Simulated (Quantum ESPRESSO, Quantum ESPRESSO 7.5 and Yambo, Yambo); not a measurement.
**SiC (F-43m): G0W0 on several meshes in Yambo**

Wanted: mesh dependence and cost of G0W0 for SiC (F-43m).

Main program and level: Quantum ESPRESSO 7.5 and Yambo 5.3.0; PBE and many-body steps on it, plane waves.

## (1) The structure

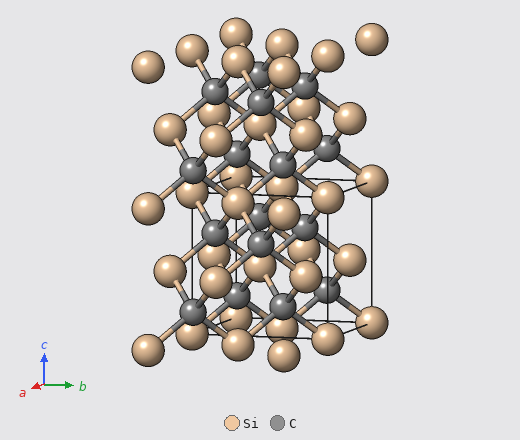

The starting structure, seen slightly off an axis (silicon light orange, carbon grey). 2×1×2 cells are drawn. This picture shows the conventional cell, with its axes. Bonds to atoms that aren't drawn are left out. Some periodic images of atoms are drawn too.

The cell and positions come from the Crystallography Open Database and are kept as given unless a step says otherwise.

## (2) Empty states on the mesh, 2×2×2 mesh, 65 bands

This step: Quantum ESPRESSO 7.5; DFT, PBE, plane waves, norm-conserving pseudopotentials.

The sums over transitions need many empty states on a uniform mesh; this step solves for them.

Input file pw.in:

```
&control
  calculation = 'nscf'
  prefix = 'x'
  outdir = 'o'
  pseudo_dir = 'pseudo'
/
&system
  ibrav = 0
  nat = 2
  ntyp = 2
  ecutwfc = 74.0
  nbnd = 65
  force_symmorphic = .true.
/
&electrons
  conv_thr = 1e-9
  electron_maxstep = 80
  diago_full_acc = .true.
  diago_thr_init = 5e-6
/
ATOMIC_SPECIES
  Si 28.085 Si.upf
  C 12.011 C.upf
CELL_PARAMETERS angstrom
  -0.0000000000 2.1790000000 2.1790000000
  2.1790000000 -0.0000000000 2.1790000000
  2.1790000000 2.1790000000 -0.0000000000
ATOMIC_POSITIONS crystal
  Si 0.0000000000 0.0000000000 0.0000000000
  C 0.2500000000 0.2500000000 0.2500000000
K_POINTS automatic
  2 2 2 0 0 0
```

Run with:

```
OMP_NUM_THREADS=1 mpirun -n 4 pw.x -nk 4 -in pw.in > pw.out
```

Log:

```text
Program PWSCF v.7.5 starts

     This program is part of the open-source Quantum ESPRESSO suite
     for quantum simulation of materials; please cite
         "P. Giannozzi et al., J. Phys.:Condens. Matter 21 395502 (2009);
         "P. Giannozzi et al., J. Phys.:Condens. Matter 29 465901 (2017);
         "P. Giannozzi et al., J. Chem. Phys. 152 154105 (2020);
     in publications or presentations arising from this work. More details at

     Atomic positions and unit cell read from directory:
     o/x.save/

     Message from routine setup:
[...]
120.7898

          k =-0.3536-0.3536 0.3536 (  1502 PWs)   bands (ev):

[...]
112.7314

          k =-0.7071 0.0000 0.0000 (  1524 PWs)   bands (ev):

[...]
93.9024  99.2314  99.2378 101.5550 101.8853 103.3983 103.3983 103.4139
   105.0050 105.0050 105.3576 105.9973 106.0134 107.0663 107.0663 113.1503
   117.6303

     highest occupied, lowest unoccupied level (ev):     9.4961   10.8574

     XML data file, pseudopotentials, collected wavefunctions

=------------------------------------------------------------------------------=
   JOB DONE.
=------------------------------------------------------------------------------=
```

Run time: 1.3 s. Hardware: 4 MPI ranks of Arm Neoverse V1, shared host; peak memory 0.05 GiB; 4.9 s of CPU time.

This step gave:

```yaml
gap: 1.361 eV
k_of_the_valence_top: 0, 0, 0
k_of_the_conduction_bottom: 0, -0.5, -0.5
least_direct_gap: 4.553 eV
k_points_computed: 3
lowest_point_of_the_top_converged_band_above_the_valence_top: 103.2353 eV
```

On this mesh the gap is 1.361 eV.

The density comes from a self-consistent run that is not shown.

## (3) Conversion and set-up

This step: Yambo 5.3.0; conversion and set-up on PBE, plane waves, norm-conserving pseudopotentials.

The states are converted to the many-body program's format and the q mesh is built.

Run with:

```
(cd o/x.save; p2y > p2y.log; mv SAVE ../..); yambo > setup.log
```

Log:

```text
 Yambo, version 5.3.0

 [02] CORE Variables Setup
 =========================

  [02.01] Unit cells
  ==================

  Cell kind             :  FCC
  Atoms in the cell     :  Si  C
  number of Si atoms    :  1
  number of C  atoms    :  1

  List of atomic masses
  Mass of Si    :  28.08500
  Mass of C     :  12.01100

  List of atomic coordinates    : [cc]
  Si1       :  0.000000  0.000000  0.000000  order 1
  C1       :  2.058857  2.058857  2.058857  order 2

  Alat factors          :  4.117713  4.117713  4.117713 [a.u.]
  Direct lattice volume :  139.6363 [a.u.]
[...]
occ @ K [3]
   2.000000  2.000000  2.000000  2.000000  0.000000  0.000000  0.000000  0.000000

 [03] Transferred momenta grid and indexing
 ==========================================

 IBZ Q-points                                      :  3
 BZ  Q-points                                      :   8

 K/Q-points units:
 rlu = crystal or reduced units; cc = cartesian coordinates; iku = interal k-units

 Q [1]          [rlu]:  0.000000  0.000000  0.000000
 Q [2]          [rlu]:  0.17304E-16  0.17304E-16 -0.50000
 Q [3]          [rlu]: -0.47188E-17 -0.50000     -0.50000

  [03.01] X indexes
  =================

   [03.01.01] Sigma indexes
   ========================

 [06] Game Over & Game summary
```

The job ended after 2 s (1 MPI rank; peak memory 0.23 GiB).

## (4) 2×2×2

Now the one-shot GW correction: screening in the RPA, then the self-energy of the levels asked for.

This step: G0W0 on PBE, plane waves, norm-conserving pseudopotentials.

Input file gw13.in:

```
HF_and_locXC
gw0
dyson
ppa
em1d
rim_cut
RandQpts= 1000000
RandGvec= 1 RL
EXXRLvcs= 74 Ry
VXCRLvcs= 296 Ry
Chimod= "HARTREE"
% BndsRnXp
 1 | 65 |
%
NGsBlkXp= 15.5 Ry
% LongDrXp
 1 | 1 | 1 |
%
% GbndRnge
 1 | 65 |
%
DysSolver= "n"
ExtendOut
PPAPntXp= 27.21138 eV
% QPkrange
 1 | 1 | 3 | 6 |
 3 | 3 | 3 | 6 |
%
```

Run with:

```
OMP_NUM_THREADS=1 mpirun -n 4 yambo -F gw13.in -J gw13 -C gw13 > gw13.log
```

Log:

```text
 Yambo, version 5.3.0

 [02] CORE Variables Setup
 =========================

  [... cell, symmetries and grids as in the set-up ...]

  [02.05] Energies & Occupations
  ==============================

  [X] === General ===
  [X] Electronic Temperature                        :  0.000000  0.000000 [eV K]
  [X] Bosonic    Temperature                        :  0.000000  0.000000 [eV K]
  [X] Finite Temperature mode                       : no
  [X] El. density                                   :  0.38662E+24 [cm-3]
  [X] Fermi Level                                   :  9.496076 [eV]

  [X] === Gaps and Widths ===
  [X] Conduction Band Min                           :  1.361350 [eV]
  [X] Valence Band Max                              :  0.000000 [eV]
  [X] Filled Bands                                  :   4
  [X] Empty Bands                                   :    5   65
  [X] Direct Gap                                    :  4.552957 [eV]
  [X] Direct Gap localized at k                     :  3
  [X] Indirect Gap                                  :  1.361350 [eV]
  [X] Indirect Gap between kpts                     :  1  3
  [X] Last valence band width                       :  3.191607 [eV]
  [X] 1st conduction band width                     :  4.862001 [eV]

 [03] Transferred momenta grid and indexing
 ==========================================

 IBZ Q-points                                      :  3
 BZ  Q-points                                      :   8

 K/Q-points units:
 rlu = crystal or reduced units; cc = cartesian coordinates; iku = interal k-units

 Q [1]          [rlu]:  0.000000  0.000000  0.000000
 Q [2]          [rlu]:  0.17304E-16  0.17304E-16 -0.50000
 Q [3]          [rlu]: -0.47188E-17 -0.50000     -0.50000

 [04] Coloumb potential Random Integration (RIM)
 ===============================================

  [04.01] RIM initialization
  ==========================

  * Diagonal components only detected *

  8 x (sBL volume)        :  1.776402 [a.u.]
  sBZ random points       :  1000000
  Points outside the sBZ  :   7996195
  RL volume               :  1.776402 [a.u.]
  Integrated volume       :  1.777248 [a.u.]

  [04.02] RIM integrals
  =====================

  Gamma point sphere radius             :  0.219684 [a.u.]
  Points outside the sphere             :   799659
  [Int_sBZ(q=0) 1/q^2]*(Vol_sBZ)^(-1/3) =:  7.764404
                                 should be <:  7.795600

  Summary of Coulomb integrals for non-metallic bands |Q|[au] RIM/Bare

  Q [1] 0.100000E-4 0.995998 * Q [2] 0.660731 1.064860
  Q [3] 0.762946 1.063764

 [05] Dipoles
 ============

  [05.01] Setup: observables and procedures
  =========================================

 [06] Dynamic Dielectric Matrix (PPA)
 ====================================

 [WR./gw13//ndb.pp]--------------------------------------------------------------
  Brillouin Zone Q/K grids (IBZ/BZ)                :   3   8   3   8
  RL vectors                                       :  1917 [WF]
  Coulomb cutoff potential                         : none
  Electronic Temperature                           :  0.000000 [K]
  Bosonic    Temperature                           :  0.000000 [K]
  PPA    diel. fun.  energies                      : Perdew, Burke & Ernzerhof(X)+Perdew, Burke & Ernzerhof(C)
  wavefunctions                                    : Perdew, Burke & Ernzerhof(X)+Perdew, Burke & Ernzerhof(C)
  Global Gauge                                     : length
  X matrix size                                    :  181
  X band range                                     :    1   65
  X e/h energy range                               : -1.000000 -1.000000 [eV]
  X Time ordering                                  : R
  X Hxc Kernel                                     : HARTREE
  X Drude frequency                                :  0.000000  0.000000
  X poles                                          :  100.0000 [o/o]
  RL vectors in the sum                            :  1917
  [r,Vnl] included                                 : yes
  Field direction                                  :  0.577350E-5  0.577350E-5  0.577350E-5
  BZ energy Double Grid                            : no
  BZ energy DbGd points                            : 0
  BZ Q point size factor                           : -1.000000
  X Optical Averaged directions                    : none

 [07] Local Exchange-Correlation + Non-Local Fock
 ================================================

 [VXC] Plane waves :  12039
 [EXS] Plane waves :  1471

 QP @ state[ 1 ] K range:  1  1
 QP @ state[ 1 ] b range:   3   6
 QP @ state[ 2 ] K range:  3  3
 QP @ state[ 2 ] b range:   3   6

 [xc] Functional : Perdew, Burke & Ernzerhof(X)+Perdew, Burke & Ernzerhof(C)
 [xc] LIBXC used to calculate xc functional
  PP Number of Atomic Species                      :  2
  NLCC RL compoments                               :  12039
  PP Number of Atomic Species                      :  2
  NLCC RL compoments                               :  12039

 [xc] E_xc :  -3.118247 [Ha]
      E_xc :  -6.236494 [Ry]

  Local XC kind (lXC) : Perdew, Burke & Ernzerhof(X)+Perdew, Burke & Ernzerhof(C)
  Non-Local XC kind (nlXC) : Hartree-Fock

  Corrections @ K [1] :  [eV]
 <3|nlXC|3> = -18.33394 -0.87152E-17 <3|lXC|3> = -15.13944 -0.46476E-24
 <4|nlXC|4> = -18.33394 -0.17958E-16 <4|lXC|4> = -15.13944 -0.18882E-15
 <5|nlXC|5> = -6.677454  0.46556E-17 <5|lXC|5> = -13.11084 -0.37763E-15
 <6|nlXC|6> = -5.094376  0.77498E-17 <6|lXC|6> = -11.12089  0.39523E-21

  Corrections @ K [3] :  [eV]
 <3|nlXC|3> = -17.50175 -0.23431E-16 <3|lXC|3> = -13.63285  0.47204E-16
 <4|nlXC|4> = -17.50175 -0.80971E-17 <4|lXC|4> = -13.63285  0.47205E-16
 <5|nlXC|5> = -5.100673  0.27363E-17 <5|lXC|5> = -10.14898 -0.26552E-16
 <6|nlXC|6> = -5.060969  0.25362E-17 <6|lXC|6> = -10.53299 -0.47204E-16

  [07.01] Hartree-Fock occupations report
  =======================================

  [Hartree-Fock] === General ===
  [Hartree-Fock] Electronic Temperature             :  0.000000  0.000000 [eV K]
  [Hartree-Fock] Bosonic    Temperature             :  0.000000  0.000000 [eV K]
  [Hartree-Fock] Finite Temperature mode            : no
  [Hartree-Fock] El. density                        :  0.38662E+24 [cm-3]
  [Hartree-Fock] Fermi Level                        :  9.496076 [eV]

  [Hartree-Fock] === Gaps and Widths ===
  [Hartree-Fock] Conduction Band Min                :  5.430450 [eV]
  [Hartree-Fock] Valence Band Max                   : -1.054818 [eV]
  [Hartree-Fock] Filled Bands                       :   4
  [Hartree-Fock] Empty Bands                        :    5   65
  [Hartree-Fock] Direct Gap                         :  6.485268 [eV]
  [Hartree-Fock] Direct Gap localized at k          :  2
  [Hartree-Fock] Indirect Gap                       :  6.485268 [eV]
  [Hartree-Fock] Indirect Gap between kpts          :  2  2
  [Hartree-Fock] Last valence band width            :  6.005687 [eV]
  [Hartree-Fock] 1st conduction band width          :  7.226286 [eV]

 [08] Dyson equation: Newton solver
 ==================================

  [08.01] G0W0 (W PPA)
  ====================

  [  GW  ] Bands range     :    1   65
  [GW/PPA] G damping       :  0.100000 [eV]

  QP @ state[ 1 ] K range:  1  1
  QP @ state[ 1 ] b range:   3   6
  QP @ state[ 2 ] K range:  3  3
  QP @ state[ 2 ] b range:   3   6

   Sc/G bands                                       :    1   65
   Sc/G damping                                     :  0.100000 ev
   Sc bands terminator                              : no
   Sx RL components                                 :  1471

   QP @ state[ 1 ] K range                          :  1  1
   QP @ state[ 1 ] b range                          :   3   6
   QP @ state[ 2 ] K range                          :  3  3
   QP @ state[ 2 ] b range                          :   3   6
   GF energies kind                                 : Perdew, Burke & Ernzerhof(X)+Perdew, Burke & Ernzerhof(C)
   GF WF`s kind                                     : Perdew, Burke & Ernzerhof(X)+Perdew, Burke & Ernzerhof(C)
   Xs energies kind                                 : Perdew, Burke & Ernzerhof(X)+Perdew, Burke & Ernzerhof(C)
   Xs WF`s kind                                     : Perdew, Burke & Ernzerhof(X)+Perdew, Burke & Ernzerhof(C)

 [11] Game Over & Game summary
```

The job ended after 4.1 s (4 MPI ranks; peak memory 1 GiB; 12 s of CPU time).

This step gave:

```
G0W0 gap on the points computed              : 1.827 eV
starting gap on the mesh                     : 1.361 eV
k of the valence top                         : 0, 0, 0
k of the conduction bottom                   : 0, -0.5, -0.5
least direct G0W0 gap on the computed points : 5.323 eV
Z at the valence top                         : 0.8040
Z at the conduction bottom                   : 0.8285
```

The gap on the mesh goes from 1.36 eV to 1.83 eV, a correction of +0.47 eV.

## (5) Empty states on the mesh, 6×6×6 mesh, 65 bands

This step: Quantum ESPRESSO 7.5; DFT, PBE, plane waves, norm-conserving pseudopotentials.

pw.in, as its differences from that of step 2:

```diff
@@ -31,2 +31,2 @@
 K_POINTS automatic
-  2 2 2 0 0 0
+  6 6 6 0 0 0
```

Run with:

```
OMP_NUM_THREADS=1 mpirun -n 4 pw.x -nk 4 -in pw.in > pw.out
```

Log:

```text
[banner, memory and clock lines left out]
Program PWSCF v.7.5 starts

     Atomic positions and unit cell read from directory:
     o/x.save/

     Message from routine setup:
     using ibrav=0 with symmetry is DISCOURAGED, use correct ibrav instead

     G-vector sticks info

     bravais-lattice index     =            0
     lattice parameter (alat)  =       5.8233  a.u.
     unit-cell volume          =     139.6363 (a.u.)^3
     number of atoms/cell      =            2
     number of atomic types    =            2
     number of electrons       =         8.00
[...]
43.0988  43.0988  51.0830  51.0830  51.0830  52.3680  52.3680  57.2867
[...]
120.7898

          k = 0.1179 0.1179-0.1179 (  1489 PWs)   bands (ev):

[...]
116.3432

          k = 0.2357 0.2357-0.2357 (  1501 PWs)   bands (ev):

[...]
95.7001  95.7001  97.0759  99.2251 100.0591 100.0591 100.5652 102.7494
   102.7494 103.5545 106.0498 106.0498 108.4231 108.5936 108.5936 111.5730
   111.5730

          k =-0.3536-0.3536 0.3536 (  1502 PWs)   bands (ev):

     [... further k-points ...]

     highest occupied, lowest unoccupied level (ev):     9.4961   10.8574

     XML data file, pseudopotentials, collected wavefunctions
```

Elapsed: 2.8 s, on 4 MPI ranks; peak memory 0.2 GiB.

This step gave:

```yaml
gap: 1.361 eV
k_of_the_valence_top: 0, 0, 0
k_of_the_conduction_bottom: 0, -0.5, -0.5
least_direct_gap: 4.553 eV
k_points_computed: 16
lowest_point_of_the_top_converged_band_above_the_valence_top: 102.0769 eV
```

On this mesh the gap is 1.361 eV.

## (6) Conversion and set-up

This step: Yambo 5.3.0; conversion and set-up on PBE, plane waves, norm-conserving pseudopotentials.

Run with:

```
(cd o/x.save; p2y > p2y.log; mv SAVE ../..); yambo > setup.log
```

Log:

```text
 Yambo, version 5.3.0

 [02] CORE Variables Setup
 =========================

  [02.01] Unit cells
  ==================

  Cell kind             :  FCC
  Atoms in the cell     :  Si  C
  number of Si atoms    :  1
  number of C  atoms    :  1

  List of atomic masses
  Mass of Si    :  28.08500
  Mass of C     :  12.01100

  List of atomic coordinates    : [cc]
  Si1       :  0.000000  0.000000  0.000000  order 1
  C1       :  2.058857  2.058857  2.058857  order 2

  Alat factors          :  4.117713  4.117713  4.117713 [a.u.]
  Direct lattice volume :  139.6363 [a.u.]
[...]
Q [ 1]         [rlu]:  0.000000  0.000000  0.000000
 Q [ 2]         [rlu]:  0.16734E-16  0.16734E-16  0.16667
 Q [ 3]         [rlu]:  0.33468E-16  0.33468E-16  0.33333
[...]
Q [ 8]         [rlu]: -0.19076E-16  0.16667     -0.33333
 Q [ 9]         [rlu]: -0.57120E-17  0.16667     -0.16667
 Q [10]         [rlu]:  0.31459E-17  0.33333      0.33333
     [... 4 further rows ...]
 Q [15]         [rlu]:  0.166667  0.333333 -0.333333
 Q [16]         [rlu]:  0.166667 -0.500000 -0.333333

  [03.01] X indexes
  =================

   [03.01.01] Sigma indexes
   ========================

 [06] Game Over & Game summary
```

It took 2.1 s on 1 MPI rank; peak memory 0.23 GiB.

(Continued in part 2 of 2.)

[Paths, hosts, dates, memory and timing lines, banners, echoed tables and standing remarks are left out of the program output.]

[Logs are printed without paths, hosts, clocks, repeated set-up lines and the standing remarks that a program may print on its own settings, such as how far it seeks lower states.]

[Runs of the session that timed out or met a known fault of the program may be left out.]

[Hosts, paths, dates, database ids (printed as entryN), source tags and the programs' standing remarks are cut or masked in the printed files.]
